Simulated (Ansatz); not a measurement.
# AlNH2F (SMILES [NH2][Al][F]): UCCSD/def2-TZVP

What is the electronic atomisation energy of AlNH2F at UCCSD/def2-TZVP? 

Program for the calculation: Ansatz 0.2.0.

43 further runs of the same task are left out: 43 set aside as unsound or not needed.

### Step 1. The structure to begin with

The species is AlNH2F (5 atoms), meant as a doublet with charge 0. SMILES: `[NH2][Al][F]`. The shape is that of a PBE0-D4/def2-TZVP optimisation. This is one conformer, not always the lowest.

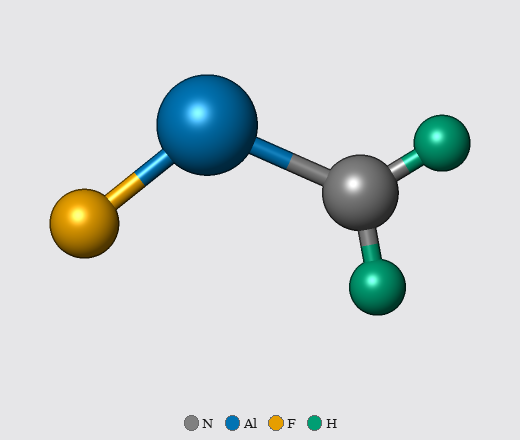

The structure, seen from a chosen angle (nitrogen grey, aluminium blue, fluorine amber, hydrogen teal).

### Step 2. The energy at UCCSD/def2-TZVP

The input, run.yaml:

```yaml
crystal:
  periodic: [false, false, false]
  atoms:
    - {symbol: N, position_ang: [-0.384700, 0.499000, -0.263800]}
    - {symbol: Al, position_ang: [0.632000, -0.282800, 0.949500]}
    - {symbol: F, position_ang: [1.228700, -1.786800, 0.590000]}
    - {symbol: H, position_ang: [-0.804300, 1.408300, -0.162700]}
    - {symbol: H, position_ang: [-0.621700, 0.088600, -1.154400]}
basis:
  gaussian:
    orbitals: def2-TZVP
total_charge: 0
magnetization:
  spin_polarized: true
  initial_magnetization: 1
correlation:
  method: ccsd
  frozen_orbitals: {Al: 5, F: 1, H: 0, "N": 1}
accuracy: high
scf:
  omitted_lower_state_checks: [cluster_reference, increment]
```

The run is started by

```console
$ ansatz run run.yaml --threads 1 --pin off --max-ram 2610MiB --events-out events.jsonl --progress --plain --runs-dir runs
```

Standard output, cut to the lines that bear on the results:

```text
Warning: RAYON_NUM_THREADS=1 ignored (pool sized by the plan → 1); use --threads N
Functional definition: HF
  name "HF"
[...]
1848 factors; integrals over basis functions are off by at most 5.8e-9 eV
[...]
mean field -10806.62103034 eV, -397.1359978740 hartree, gradient 1.9e-8 eV, S^2 0.752133; 0 other end points of the search recorded, 0 dependent functions left out
7 core orbitals not correlated: weight in the atoms' cores, before any rotation towards them, 1.000 or more for the frozen orbitals, at most 0.000 for the correlated occupied ones
reference -10806.62103034 eV, -397.1359978740 hartree; 9, 8 occupied and 95, 96 virtual orbitals, 1848 factors
second order -14.05708405 eV of doubles, -0.00000000 eV of singles
cycle   1  -13.98881236 eV  change    6.8e-2 eV  update   7.9e-2
[...]
cycle  23  -14.34185491 eV  change  -7.2e-11 eV  update   1.0e-9
Total energy: -10820.96288524 eV, -397.6630513206 hartree
Checks for a lower state left out: cluster_reference, increment
```

It took 68 s on 1 thread of Arm Neoverse V1, shared host; peak memory 1.8 GiB.

### Step 3. The Al atom

The input, job.yaml:

```yaml
crystal:
  periodic: [false, false, false]
  atoms:
    - {symbol: Al, position_ang: [0.000000, 0.000000, 0.000000]}
basis:
  gaussian:
    orbitals: def2-TZVP
magnetization:
  spin_polarized: true
  initial_magnetization: 1
scf:
  omitted_lower_state_checks: [cluster_reference, increment]
correlation:
  method: ccsd
  frozen_orbitals: {Al: 5}
accuracy: high
```

Run the same way, it converges to -241.92473 Eh (log not shown).

### Step 4. The F atom, same level

The input, input.yaml:

```yaml
crystal:
  periodic: [false, false, false]
  atoms:
    - {symbol: F, position_ang: [0.000000, 0.000000, 0.000000]}
basis:
  gaussian:
    orbitals: def2-TZVP
magnetization:
  spin_polarized: true
  initial_magnetization: 1
correlation:
  method: ccsd
  frozen_orbitals: {F: 1}
accuracy: high
scf:
  omitted_lower_state_checks: [cluster_reference, increment]
```

Run the same way, it converges to -99.62162 Eh (log not shown).

### Step 5. The H atom: a single-point energy at UHF/def2-TZVP

The input, run.yaml:

```yaml
basis:
  gaussian:
    orbitals: def2-TZVP
crystal:
  periodic: [false, false, false]
  atoms:
    - {symbol: H, position_ang: [0.000000, 0.000000, 0.000000]}
magnetization:
  spin_polarized: true
  initial_magnetization: 1
hamiltonian:
  xc: hf
accuracy: high
```

Run the same way, it converges to -0.49981 Eh (log not shown).

### Step 6. The N atom

The input, in.yaml:

```yaml
crystal:
  periodic: [false, false, false]
  atoms:
    - {symbol: "N", position_ang: [0.000000, 0.000000, 0.000000]}
basis:
  gaussian: {orbitals: def2-TZVP}
scf: {omitted_lower_state_checks: [cluster_reference, increment]}
correlation: {method: ccsd, frozen_orbitals: {"N": 1}}
magnetization: {spin_polarized: true, initial_magnetization: 3}
accuracy: high
```

The run is started by

```console
$ ansatz run in.yaml --threads 1 --pin off --max-ram 2610MiB --events-out events.jsonl --progress --plain --runs-dir runs
```

Standard output, cut to the lines that bear on the results:

```text
Warning: RAYON_NUM_THREADS=1 ignored (pool sized by the plan → 1); use --threads N
[... 2 set-up lines as earlier in the session ...]
[...]
312 factors; integrals over basis functions are off by at most 3.3e-9 eV
[...]
mean field -1480.37415832 eV, -54.4027468846 hartree, gradient 1.9e-8 eV, S^2 3.757734; 0 other end points of the search recorded, 0 dependent functions left out
1 core orbitals not correlated: weight in the atoms' cores, before any rotation towards them, 1.000 or more for the frozen orbitals, at most 0.000 for the correlated occupied ones
reference -1480.37415832 eV, -54.4027468846 hartree; 4, 1 occupied and 26, 29 virtual orbitals, 312 factors
second order -2.58145623 eV of doubles, -0.00000000 eV of singles
cycle   1  -2.92141847 eV  change   -3.4e-1 eV  update   3.0e-2
[...]
cycle  15  -3.01861335 eV  change  -1.0e-10 eV  update  1.7e-10
Total energy: -1483.39277167 eV, -54.5136788790 hartree
Checks for a lower state left out: cluster_reference, increment
```

Run time: 0.32 s. Hardware: 1 thread of Arm Neoverse V1, shared host.

### Step 7. Summary of results

Level: UCCSD/def2-TZVP, 7 core orbitals frozen.

```
                                             quantity          value
                               molecule: total energy  -397.66305 Eh
molecule: correlation energy (7 core orbitals frozen)     -527.1 mEh
          molecule: ⟨S²⟩ of the reference determinant          0.752
                              molecule: T1 diagnostic          0.014
                                Al atom: total energy  -241.92473 Eh
 Al atom: correlation energy (5 core orbitals frozen)      -50.4 mEh
           Al atom: ⟨S²⟩ of the reference determinant          0.770
                               Al atom: T1 diagnostic          0.018
                                 F atom: total energy   -99.62162 Eh
   F atom: correlation energy (1 core orbital frozen)     -209.8 mEh
            F atom: ⟨S²⟩ of the reference determinant          0.754
                                F atom: T1 diagnostic          0.006
                                 H atom: total energy    -0.49981 Eh
                                         H atom: ⟨S²⟩          0.750
                                 N atom: total energy   -54.51368 Eh
   N atom: correlation energy (1 core orbital frozen)     -110.9 mEh
            N atom: ⟨S²⟩ of the reference determinant          3.758
                                N atom: T1 diagnostic          0.006
                        electronic atomisation energy      16.419 eV
```

**Reading.** Taking the molecule apart into free atoms costs 16.42 eV (1584 kJ/mol), before zero-point energy and without spin-orbit coupling.
